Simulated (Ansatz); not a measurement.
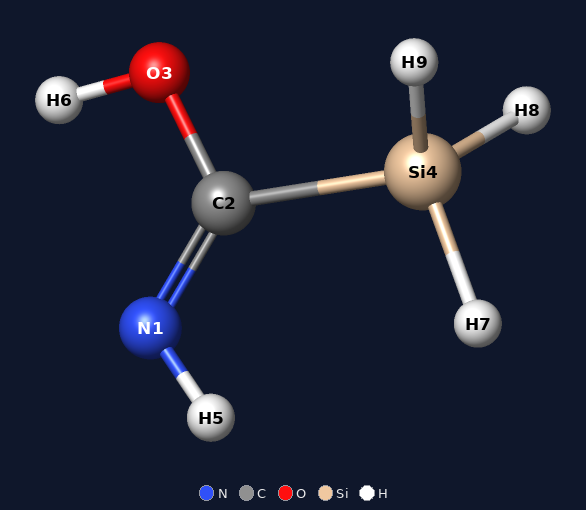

Harmonic vibrations computed with RKS PBE0-D4/def2-TZVP (Ansatz 0.2.0) at a stationary point of the same level.

**Is this a minimum or a saddle point?**

A minimum: no imaginary frequency, and the lowest mode lies at 90 cm⁻¹.

**How many vibrational modes are there, and where do they lie?**

21 modes: 90, 233, 368, 429, 605, 645, 695, 720, 867, 912, 937, 941, 1092, 1232, 1390, 1704, 2238, 2250, 2251, 3546, 3726 cm⁻¹.
